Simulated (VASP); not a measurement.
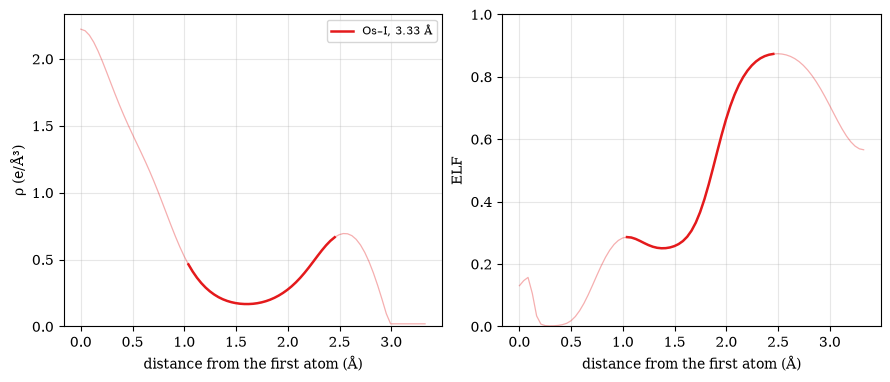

Figure 1: OsI. Valence electron density and electron localisation function along straight lines between neighbouring atoms. Thin, pale parts lie inside the atomic spheres.

Space group Pm-3m; a generated structure, not necessarily the stable one; computed pressure about −19 GPa in this cell.

All numbers below come from Kohn-Sham DFT of a periodic cell, PBE, VASP PAW PBE potentials, recommended in VASP.

The density is the valence pseudo-density of a PAW calculation; it isn't the true density close to the nuclei.

```yaml
crystal:
  lattice:
    - [3.84047, 0.00000, 0.00000]
    - [0.00000, 3.84047, 0.00000]
    - [0.00000, 0.00000, 3.84047]
  atoms:
    - { symbol: Os, position: [0.50000, 0.50000, 0.50000] }
    - { symbol: I, position: [0.00000, 0.00000, 0.00000] }
```

What can be read from the curves?

Answer. Os–I (3.33 Å): ρ at the midpoint is about 0.17 e/Å³; the ELF is about 0.30 at the midpoint; no localised pair shows between them.
